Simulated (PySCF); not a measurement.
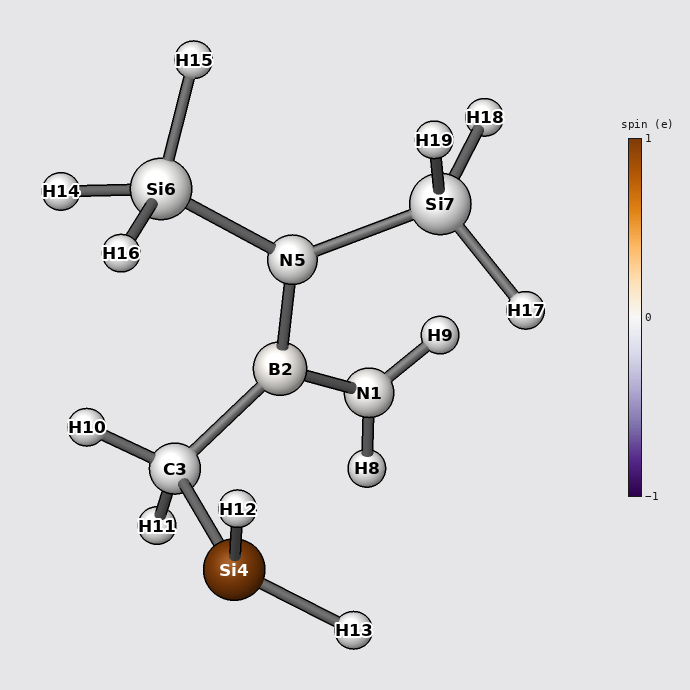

Atoms are coloured by their Mulliken spin populations. State: neutral, doublet. The computed structure is the end point of a GFN2-xTB optimisation. No frequency run is at hand to confirm it as a minimum. Method: UKS B3LYP, pcH-1 on B C H N Si, non-relativistic (PySCF 2.14.0).

> Which atom carries the largest spin population?

Si4 (0.98 e).

> Which atom has the lowest spin population?

C3, H12 (−0.01 e).

Give the Mulliken spin populations atom by atom.

| atom | value (e) |
| --- | --- |
| N1 | 0.01 |
| B2 | 0.02 |
| C3 | −0.01 |
| Si4 | 0.98 |
| N5 | 0.00 |
| Si6 | 0.00 |
| Si7 | 0.00 |
| H8 | 0.00 |
| H9 | 0.00 |
| H10 | 0.00 |
| H11 | 0.00 |
| H12 | −0.01 |
| H13 | 0.00 |
| H14 | 0.00 |
| H15 | 0.00 |
| H16 | 0.00 |
| H17 | 0.00 |
| H18 | 0.00 |
| H19 | 0.00 |

Mulliken values depend strongly on the basis set. The geometry is semi-empirical. Around B, Si such bond lengths and angles can be off by a tenth of an ångström or more and by several degrees, and values that hang on the shape move with them.
